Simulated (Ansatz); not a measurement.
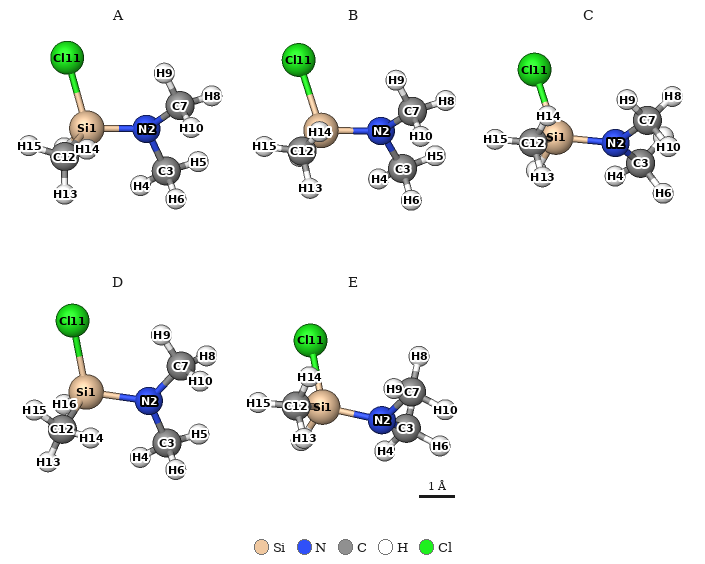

5 geometries from one relaxation of C3H10ClNSi, in shuffled order. A ball-and-stick model, seen at a tilt.

The run prepares the start of a later molecular dynamics calculation, from a guessed geometry.

All numbers below come from Ansatz 0.2.0, RKS B3LYP-D4/STO-3G. Settings: no spin polarisation; force threshold 0.02 eV/Å; at most 40 steps.

Q: Put them in the order of the run, from the start to the converged end.

A: D, A, B, C, E. They are steps 0, 5, 11, 19, 27, at +53.8 kJ/mol, +20.2 kJ/mol, +14.9 kJ/mol, +8.76 kJ/mol relative to the last. The largest move after the best rigid fit is that of H9, 1.93 Å. By element the largest moves are H 1.93 Å, Cl 1.52 Å, C 0.91 Å, N 0.57 Å, Si 0.44 Å. Some distances before and after: Si1–N2 1.820 → 1.745 Å, N2–C3 1.470 → 1.499 Å, Si1–H16 1.459 → 1.446 Å, C12–H13 1.110 → 1.098 Å. Among the angles between lasting bonds that change: C3–N2–C7 120.0° → 111.0°, C12–Si1–H16 109.5° → 113.5°, N2–C3–H5 109.5° → 113.2°. Groups turn about Si1–C12 by about 45°. After 25 accepted moves (27 points after the start) the energy has fallen by 53.8 kJ/mol. The largest force component goes from 3.5 to 0.019 eV/Å. The line search rejected the trial steps at points 13, 25 of the run. The run took 2.1 min on 1 thread of Arm Neoverse V2, on a shared host, peak memory 0.16 GiB.

Limits of the set-up: STO-3G is a minimal basis, so the numbers are rough.
